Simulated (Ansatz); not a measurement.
```xyz
6
Lattice="4.0898 0.0000 0.0000 -2.0449 3.5419 0.0000 0.0000 0.0000 7.0804" Properties=species:S:1:pos:R:3 pbc="T T T"
Yb    0.0000    0.0000    3.5402
Yb    0.0000    0.0000    0.0000
Cu   -0.0002    2.3614    5.3103
Cu    2.0447    1.1805    1.7701
Pt   -0.0002    2.3614    1.7701
Pt    2.0447    1.1805    5.3103
```

Space group P6₃/mmc; built by placing these elements on a known structure type; computed pressure about 18 GPa in this cell; computed without spin polarisation; no Hubbard U on the f states and no spin–orbit coupling.

The calculation used DFT, PAW plane waves, PBE in Ansatz 0.2.0.

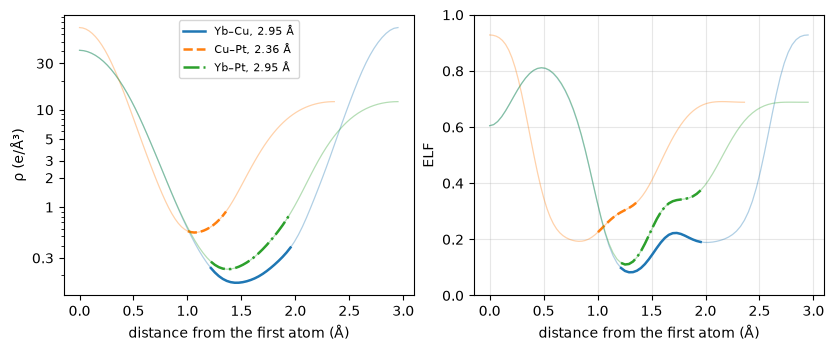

YbCuPt. Valence electron density and electron localisation function along straight lines between neighbouring atoms. Thin, pale parts lie inside the atomic spheres.

In a PAW calculation such maps are meaningful between the atoms, not at the nuclei.

**What can be read from the curves?**

Yb–Cu (2.95 Å): ρ is about 0.17 e/Å³ halfway; the ELF is about 0.15 at the midpoint (no shared electron pair shows on this line).
Cu–Pt (2.36 Å): the density is about 0.59 e/Å³ at the midpoint; the ELF is about 0.30 at the midpoint; no localised pair shows between them.
Yb–Pt (2.95 Å): ρ is about 0.24 e/Å³ halfway; the ELF is about 0.20 at the midpoint; no shared electron pair shows on this line.
